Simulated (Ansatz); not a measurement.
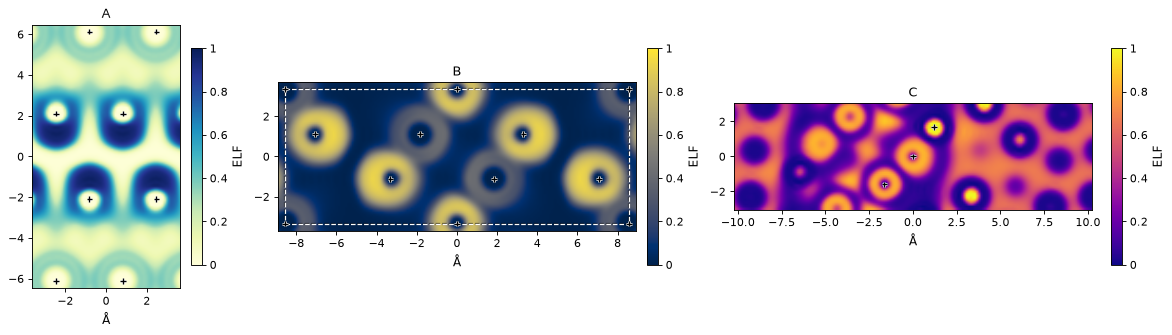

The ELF of 3 systems, each on a plane through atoms (crosses mark nuclei in the plane).

Level of theory: DFT PBE, scalar-relativistic, plane waves, PAW in Ansatz 0.2.0.

System 1: Li$_{3}$ZrO, the (111) plane of the conventional cell. Space group P-3m1; a generated structure, not necessarily the stable one; changed on purpose from its base cell (volume × 0.94, shape and atoms relaxed).

```
Li Zr O
1.0
     3.13703    0.00000    0.00000
    -1.56852    2.71675    0.00000
     0.00000    0.00000   19.53259
Li Zr O
6 2 2
Direct
  0.66667 0.33333 0.18441
  0.33333 0.66667 0.32349
  0.66667 0.33333 0.44127
  0.33333 0.66667 0.81559
  0.66667 0.33333 0.67651
  0.33333 0.66667 0.55873
  0.33333 0.66667 0.06433
  0.66667 0.33333 0.93567
  0.00000 0.00000 0.13574
  0.00000 0.00000 0.86426
```

System 2: SnP$_{4}$, the (101) plane of the conventional cell. Space group P-3m1; a generated structure, not necessarily the stable one.

```xyz
5
Lattice="3.2918 0.0000 0.0000 -1.6459 2.8508 0.0000 0.0000 0.0000 11.9223" Properties=species:S:1:pos:R:3 pbc="T T T"
Sn    0.0000    0.0000    0.0000
P     0.0000    1.9005    2.6706
P     1.6459    0.9502    3.9153
P     1.6459    0.9502    9.2517
P     0.0000    1.9005    8.0070
```

System 3: Sb$_{3}$S$_{5}$, the (110) plane of the conventional cell. Space group P-3m1; a generated structure, not necessarily the stable one; computed without spin polarisation.

```cif
data_structure
_symmetry_space_group_name_H-M 'P 1'
_symmetry_Int_Tables_number 1
_cell_length_a 3.8622
_cell_length_b 3.8622
_cell_length_c 17.1533
_cell_angle_alpha 90.000
_cell_angle_beta 90.000
_cell_angle_gamma 120.000
_cell_volume 221.59
loop_
_atom_site_label
_atom_site_type_symbol
_atom_site_fract_x
_atom_site_fract_y
_atom_site_fract_z
_atom_site_occupancy
Sb1 Sb 0.00000 0.00000 0.50000 1
Sb2 Sb 0.33333 0.66667 0.10782 1
Sb3 Sb 0.66667 0.33333 0.89218 1
S1 S 0.66667 0.33333 0.58719 1
S2 S 0.33333 0.66667 0.41281 1
S3 S 0.66667 0.33333 0.19305 1
S4 S 0.33333 0.66667 0.80695 1
S5 S 0.00000 0.00000 0.00000 1
```

> Which map belongs to which system?

Panel A is system 2, SnP$_{4}$: the plane holds Sn and P. Sn–Sn (3.29 Å): the ELF is about 0.35 at the midpoint. Panel B is system 3, Sb$_{3}$S$_{5}$: the plane holds Sb and S. Sb–S (2.67 Å): the ELF peaks at about 0.85 in the valence shell of S, 0.8 Å from its nucleus, and is about 0.55 at the midpoint. Panel C is system 1, Li$_{3}$ZrO: the plane holds Li, Zr and O. Li–O (2.05 Å): the ELF peaks at about 0.85 in the valence shell of O, 0.6 Å from its nucleus, and is about 0.50 at the midpoint.
